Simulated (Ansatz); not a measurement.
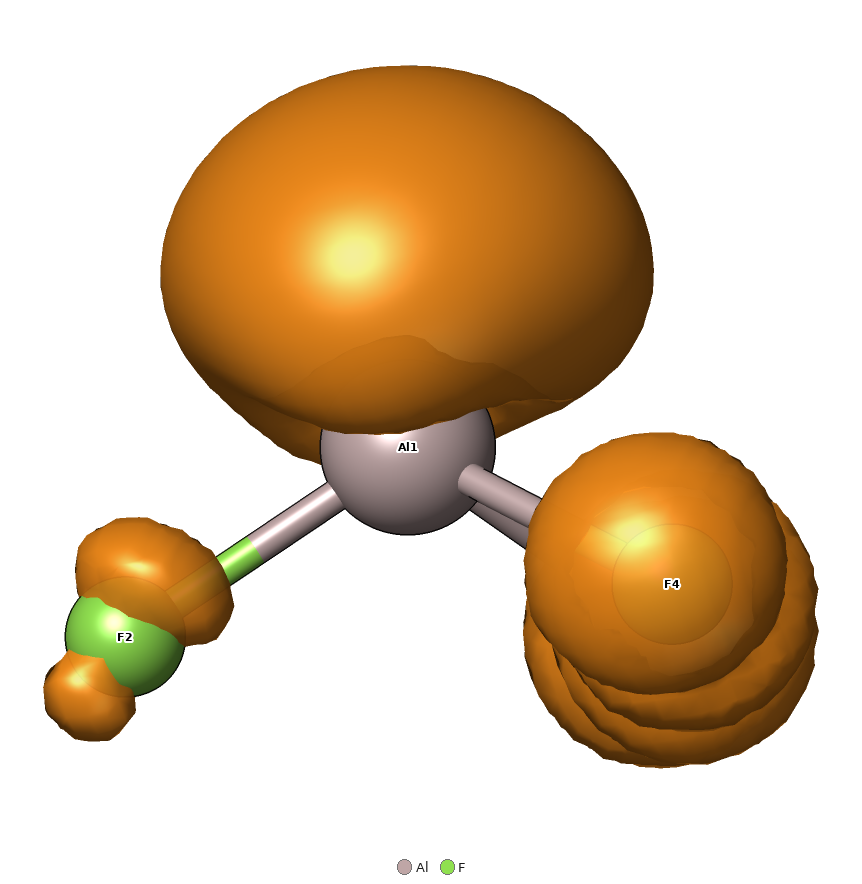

Figure. AlF₃ (SMILES [F][Al]([F])[F]) (triplet). Isosurface of the spin density at +0.04 e/Å³ (orange), seen from one side.

Geometry: r2SCAN-D4/def2-TZVP.

These are results of isolated molecule in a Gaussian basis; Kohn-Sham density functional theory, functional PBE0 in Ansatz, not measurements.

| atom | x (Å) | y (Å) | z (Å) |
| --- | --- | --- | --- |
| Al | -0.9986 | 0.9990 | -0.1695 |
| F | -2.2857 | 0.6665 | 0.8094 |
| F | -0.3263 | -0.5272 | -0.8512 |
| F | 0.5354 | 0.4919 | 0.6280 |

Q: Where is the unpaired spin?

A: The unpaired spin (2 electrons) lies mostly on Al1 (about 0.9), F3 (about 0.5) and F4 (about 0.5), in electrons by Hirshfeld's partition.
